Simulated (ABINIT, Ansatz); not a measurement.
**A GW chain in ABINIT: Rb2NaYF6 (Fm-3m)**

Aim: the G0W0 gap of Rb2NaYF6 (Fm-3m) on PBEsol, step by step.

Program: ABINIT 10.8.3. Level of theory: PBEsol and many-body steps on it, plane waves. Results are calculated unless marked as measured.

## (1) The structure

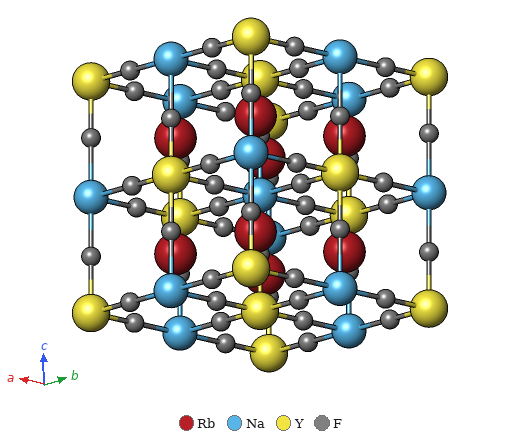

The starting structure, seen from a free direction (rubidium red, sodium blue, yttrium yellow, fluorine grey). This picture shows the conventional cell, with its axes. Some periodic images of atoms are drawn too.

Structure file:

```cif
data_structure
_symmetry_space_group_name_H-M 'Fm-3m'
_symmetry_Int_Tables_number 225
_cell_length_a 8.8950
_cell_length_b 8.8950
_cell_length_c 8.8950
_cell_angle_alpha 90.000
_cell_angle_beta 90.000
_cell_angle_gamma 90.000
_cell_volume 703.78
loop_
_atom_site_label
_atom_site_type_symbol
_atom_site_symmetry_multiplicity
_atom_site_Wyckoff_symbol
_atom_site_fract_x
_atom_site_fract_y
_atom_site_fract_z
_atom_site_occupancy
Rb1 Rb 8 c 0.25000 0.75000 0.75000 1
Na1 Na 4 b 0.50000 0.00000 0.00000 1
Y1 Y 4 a 0.00000 0.00000 0.00000 1
F1 F 24 e 0.24400 0.00000 0.00000 1
```

The cell and positions come from the Crystallography Open Database and are kept as given unless a step says otherwise.

## (2) Ground state

This step: ABINIT 10.8.3; DFT, PBEsol, plane waves, norm-conserving pseudopotentials.

The ground-state density comes first.

run.abi

```
acell 3*1.0 Angstrom
rprim 
  -0.000000000000 4.447500000000 4.447500000000
  4.447500000000 -0.000000000000 4.447500000000
  4.447500000000 4.447500000000 -0.000000000000
ntypat 4
znucl 37 11 39 9
natom 10
typat 1 1 2 3 4 4 4 4 4 4
xred 
  0.250000000000 0.250000000000 0.250000000000
  0.750000000000 0.750000000000 0.750000000000
  0.500000000000 0.500000000000 0.500000000000
  0.000000000000 -0.000000000000 -0.000000000000
  0.756000000000 0.244000000000 0.244000000000
  0.244000000000 0.756000000000 0.244000000000
  0.244000000000 0.756000000000 0.756000000000
  0.756000000000 0.244000000000 0.756000000000
  0.244000000000 0.244000000000 0.756000000000
  0.756000000000 0.756000000000 0.244000000000
pp_dirpath "pseudos"
pseudos "Rb.upf, Na.upf, Y.upf, F.upf"
ecut 38
ngkpt 4 4 4
nshiftk 1
shiftk 0 0 0
kptopt 1
chksymbreak 0
nband 49
occopt 1
tolvrs 1e-10
nstep 60
prtwf 0
optforces 0
optstress 0
indata_prefix "in"
outdata_prefix "out"
tmpdata_prefix "tmp"
```

Started as:

```
OMP_NUM_THREADS=1 mpirun -n 8 abinit run.abi > log
```

Numbers of over 12 decimals in the logs are rounded to 6 here.

The program printed:

```text
.Version 10.8.3 of ABINIT. v10.8.2 released Aug 2026.

 Symmetries : space group Fm -3 m (#225); Bravais cF (face-center cubic)
================================================================================
 Values of the parameters that define the memory need of the present run
     intxc =       0    ionmov =       0      iscf =       7    lmnmax =       6
     lnmax =       6     mgfft =      72  mpssoang =       3    mqgrid =    3001
     natom =      10  nloc_mem =       1    nspden =       1   nspinor =       1
    nsppol =       1      nsym =      48    n1xccc =    2501    ntypat =       4
    occopt =       1   xclevel =       2
-    mband =          49        mffmem =           1         mkmem =           1
       mpw =       13326          nfft =      373248          nkpt =           8
================================================================================
  Rough estimation (10% accuracy) of disk space for files :
================================================================================

--------------------------------------------------------------------------------
------------- Echo of variables that govern the present computation ------------
--------------------------------------------------------------------------------
 -outvars: echo values of preprocessed input variables --------
            acell      1.8897261259E+00  1.8897261259E+00  1.8897261259E+00 Bohr

      chksymbreak           0
             ecut      3.80000000E+01 Hartree
-          fftalg         312

              ixc     -116133
              kpt      0.00000000E+00  0.00000000E+00  0.00000000E+00
                       2.50000000E-01  0.00000000E+00  0.00000000E+00
                       5.00000000E-01  0.00000000E+00  0.00000000E+00
                       2.50000000E-01  2.50000000E-01  0.00000000E+00
                       5.00000000E-01  2.50000000E-01  0.00000000E+00
                      -2.50000000E-01  2.50000000E-01  0.00000000E+00
                       5.00000000E-01  5.00000000E-01  0.00000000E+00
                      -2.50000000E-01  5.00000000E-01  2.50000000E-01
         kptrlatt        4    0    0      0    4    0      0    0    4
          kptrlen      4.75433537E+01
P           mkmem           1
            natom          10
            nband          49
            ngfft          72      72      72
             nkpt           8
            nstep          60
             nsym          48
           ntypat           4
              occ      2.000000  2.000000  2.000000  2.000000  2.000000  2.000000
                       2.000000  2.000000  2.000000  2.000000  2.000000  2.000000
                       2.000000  2.000000  2.000000  2.000000  2.000000  2.000000
                       2.000000  2.000000  2.000000  2.000000  2.000000  2.000000
                       2.000000  2.000000  2.000000  2.000000  2.000000  2.000000
                       2.000000  2.000000  2.000000  2.000000  2.000000  2.000000
                       2.000000  2.000000  2.000000  2.000000  0.000000  0.000000
                       0.000000  0.000000  0.000000  0.000000  0.000000  0.000000
                       0.000000
        optforces           0
        optstress           0
            prtwf           0
            rprim     -0.0000000000E+00  4.4475000000E+00  4.4475000000E+00
                       4.4475000000E+00 -0.0000000000E+00  4.4475000000E+00
                       4.4475000000E+00  4.4475000000E+00 -0.0000000000E+00
          spgroup         225

           tolvrs      1.00000000E-10

             xred      2.5000000000E-01  2.5000000000E-01  2.5000000000E-01
                       7.5000000000E-01  7.5000000000E-01  7.5000000000E-01
[...]
znucl       37.00000   11.00000   39.00000    9.00000

================================================================================

 chkinp: Checking input parameters for consistency.

================================================================================
== DATASET  1 ==================================================================
-   mpi_nproc: 8, omp_nthreads: 1 (-1 if OMP is not activated)

--- !DatasetInfo
iteration_state: {dtset: 1, }
dimensions: {natom: 10, nkpt: 8, mband: 49, nsppol: 1, nspinor: 1, nspden: 1, mpw: 13326, }
cutoff_energies: {ecut:  38.0, pawecutdg:  -1.0, }
electrons: {nelect:   8.00000000E+01, charge:   0.00000000E+00, occopt:   1.00000000E+00, tsmear:   1.00000000E-02, }

 Real(R)+Recip(G) space primitive vectors, cartesian coordinates (Bohr,Bohr^-1):
 R(1)=  0.0000000  8.4045569  8.4045569  G(1)= -0.0594915  0.0594915  0.0594915
 R(2)=  8.4045569  0.0000000  8.4045569  G(2)=  0.0594915 -0.0594915  0.0594915
 R(3)=  8.4045569  8.4045569  0.0000000  G(3)=  0.0594915  0.0594915 -0.0594915
 Unit cell volume ucvol=  1.1873383E+03 bohr^3
 Angles (23,13,12)=  6.00000000E+01  6.00000000E+01  6.00000000E+01 degrees

 getcut: wavevector=  0.0000  0.0000  0.0000  ngfft=  72  72  72
         ecut(hartree)=     38.000   => boxcut(ratio)=   2.18296

--- Pseudopotential description ------------------------------------------------
- Rb Generated using ONCVPSP code by D. R. Hamann
- 37.00000   9.00000  180301                  znucl, zion, pspdat
12 -116133 2 -1 2280                          pspcod,pspxc,lmax,lloc,mmax
     nproj     2     2     2
  pspatm : epsatm=   34.48401057
[...]
nproj     2     2     1
  pspatm : epsatm=    4.89824381
         --- l  ekb(1:nproj) -->
[...]
2   -2.394754
 pspatm: atomic psp has been read  and splines computed

   1.00987662E+04                                ecore*ucvol(ha*bohr**3)
--------------------------------------------------------------------------------

_setup2: Arith. and geom. avg. npw (full set) are   13286.328   13286.298

================================================================================

--- !BeginCycle
iteration_state: {dtset: 1, }
solver: {iscf: 7, nstep: 60, nline: 4, wfoptalg: 0, }
tolerances: {tolvrs: 1.00E-10, }

     iter   Etot(hartree)      deltaE(h)  residm     vres2
 ETOT  1  -287.89293507034    -2.879E+02 2.346E-01 1.765E+03
 ETOT  2  -288.35036796861    -4.574E-01 5.372E-02 8.334E+02
 ETOT  3  -288.54197975879    -1.916E-01 8.407E-03 1.869E+02
 ETOT  4  -288.56255744565    -2.058E-02 8.225E-03 5.749E+00
 ETOT  5  -288.56293817781    -3.807E-04 1.274E-03 1.035E+00
 ETOT  6  -288.56304593108    -1.078E-04 1.161E-03 1.626E-01
 ETOT  7  -288.56305041749    -4.486E-06 5.019E-04 2.811E-02
 ETOT  8  -288.56305275140    -2.334E-06 3.634E-04 5.115E-04
 ETOT  9  -288.56305278497    -3.357E-08 1.874E-04 1.492E-05
 ETOT 10  -288.56305278537    -4.028E-10 1.263E-04 1.017E-06
 ETOT 11  -288.56305278541    -4.275E-11 6.559E-05 2.390E-08
 ETOT 12  -288.56305278544    -3.183E-11 4.264E-05 1.555E-09
 ETOT 13  -288.56305278541     3.240E-11 2.248E-05 6.547E-11

 At SCF step   13       vres2   =  6.55E-11 < tolvrs=  1.00E-10 =>converged.

--- !ResultsGS
iteration_state: {dtset: 1, }
comment   : Summary of ground state results
lattice_vectors:
- [ -0.0000000,   8.4045569,   8.4045569, ]
- [  8.4045569,  -0.0000000,   8.4045569, ]
- [  8.4045569,   8.4045569,  -0.0000000, ]
lattice_lengths: [  11.88584,   11.88584,   11.88584, ]
lattice_angles: [ 60.000,  60.000,  60.000, ] # degrees, (23, 13, 12)
lattice_volume:   1.1873383E+03
convergence: {deltae:  3.240E-11, res2:  6.547E-11, residm:  2.248E-05, diffor:  0.000E+00, }
etotal    :  -2.88563053E+02
entropy   :   0.00000000E+00
fermie    :  -4.57028235E-02
cartesian_stress_tensor: null
pressure_GPa: null
xred      :
- [  2.5000E-01,   2.5000E-01,   2.5000E-01, Rb]
- [  7.5000E-01,   7.5000E-01,   7.5000E-01, Rb]
- [  5.0000E-01,   5.0000E-01,   5.0000E-01, Na]
- [  0.0000E+00,   0.0000E+00,   0.0000E+00,  Y]
- [  7.5600E-01,   2.4400E-01,   2.4400E-01,  F]
- [  2.4400E-01,   7.5600E-01,   2.4400E-01,  F]
- [  2.4400E-01,   7.5600E-01,   7.5600E-01,  F]
- [  7.5600E-01,   2.4400E-01,   7.5600E-01,  F]
- [  2.4400E-01,   2.4400E-01,   7.5600E-01,  F]
- [  7.5600E-01,   7.5600E-01,   2.4400E-01,  F]
cartesian_forces: null
force_length_stats: {min: null, max: null, mean: null, }

 Integrated electronic density in atomic spheres:
 ------------------------------------------------
 Atom  Sphere_radius  Integrated_density
[...]
================================================================================

 ----iterations are completed or convergence reached----

 Mean square residual over all n,k,spin=   90.826E-09; max=  22.475E-06
 reduced coordinates (array xred) for   10 atoms
[...]
0.244000000000      0.756000000000      0.244000000000
       0.244000000000      0.756000000000      0.756000000000
       0.756000000000      0.244000000000      0.756000000000
       0.244000000000      0.244000000000      0.756000000000
       0.756000000000      0.756000000000      0.244000000000
 rms dE/dt=  0.0000E+00; max dE/dt=  0.0000E+00; dE/dt below (all hartree)
    1       0.000000000000      0.000000000000      0.000000000000
    2       0.000000000000      0.000000000000      0.000000000000
    3       0.000000000000      0.000000000000      0.000000000000
    4       0.000000000000      0.000000000000      0.000000000000
    5       0.000000000000      0.000000000000      0.000000000000
    6       0.000000000000      0.000000000000      0.000000000000
    7       0.000000000000      0.000000000000      0.000000000000
    8       0.000000000000      0.000000000000      0.000000000000
    9       0.000000000000      0.000000000000      0.000000000000
   10       0.000000000000      0.000000000000      0.000000000000

 cartesian coordinates (angstrom) at end:
[...]
6      4.447500     2.170380     4.447500
    7      6.724620     4.447500     4.447500
    8      4.447500     6.724620     4.447500
    9      4.447500     4.447500     2.170380
   10      4.447500     4.447500     6.724620
 length scales=  1.889726125908  1.889726125908  1.889726125908 bohr
              =  1.000000000000  1.000000000000  1.000000000000 angstroms
 prteigrs : about to open file out_EIG
 Fermi (or HOMO) energy (hartree) =  -0.04570   Average Vxc (hartree)=  -0.33228
 Eigenvalues (hartree) for nkpt=   8  k points:
 kpt#   1, nband= 49, wtk=  0.01563, kpt=  0.0000  0.0000  0.0000 (reduced coord)
  -1.74077   -1.43588   -0.88064   -0.87928   -0.77917   -0.77917   -0.77917   -0.74580
  -0.74283   -0.74283   -0.71615   -0.71615   -0.71615   -0.66316   -0.66316   -0.66316
  -0.30223   -0.30223   -0.30223   -0.29539   -0.29539   -0.29539   -0.11228   -0.09688
  -0.09688   -0.08833   -0.08833   -0.08833   -0.07480   -0.07480   -0.07480   -0.06085
  -0.06085   -0.06085   -0.05177   -0.05177   -0.05177   -0.04570   -0.04570   -0.04570
   0.19397    0.26020    0.26020    0.26020    0.28795    0.28795    0.31193    0.31193
   0.31193
 prteigrs : prtvol=0 or 1, do not print more k-points.

--- !EnergyTerms
iteration_state     : {dtset: 1, }
comment             : Components of total free energy in Hartree
kinetic             :  1.50710449284364E+02
hartree             :  8.67310085376343E+01
xc                  : -6.14273618516735E+01
Ewald energy        : -1.78875740395836E+02
psp_core            :  8.50538253472806E+00
local_psp           : -2.65639754727941E+02
non_local_psp       : -2.85670361666864E+01
total_energy        : -2.88563052785411E+02
total_energy_eV     : -7.85220068566322E+03
band_energy         : -3.34830807179627E+01

== END DATASET(S) ==============================================================
================================================================================

 -outvars: echo values of variables after computation  --------
           etotal     -2.8856305279E+02
            nband          49
             nkpt           8
          spgroup         225
 [... the other variables as echoed above ...]

 Calculation completed.
```

It took 91 s on 8 MPI ranks of Intel Xeon Platinum 8259CL at 2.50GHz (Skylake/Cascade Lake), shared host; peak memory 1.3 GiB; 12 min of CPU time.

This step gave:

- total energy: -7852.2007 eV
- gap: 6.522 eV
- k of the valence top: 0, 0, 0
- k of the conduction bottom: 0, 0, 0
- least direct gap: 6.522 eV

The gap is direct, at Γ.

(Continued in part 2 of 3.)

[Paths, hosts, dates, memory and timing lines, banners, echoed tables and standing remarks are left out of the program output.]

[Logs are printed without paths, hosts, clocks, repeated set-up lines and the standing remarks that a program may print on its own settings, such as how far it seeks lower states.]

[Runs of the session that timed out or met a known fault of the program may be left out.]

[Hosts, paths, dates, database ids (printed as entryN), source tags and the programs' standing remarks are cut or masked in the printed files.]

[G0W0 gaps are taken among the corrected bands and points alone; a level outside them can change the order at an edge.]

[Where Ansatz stands beside ABINIT at settings called matched, ABINIT's density can come from a denser mesh and the files from another edition; pairs whose starting gaps differed by over 0.03 eV were left out, so agreement reads better than it is.]
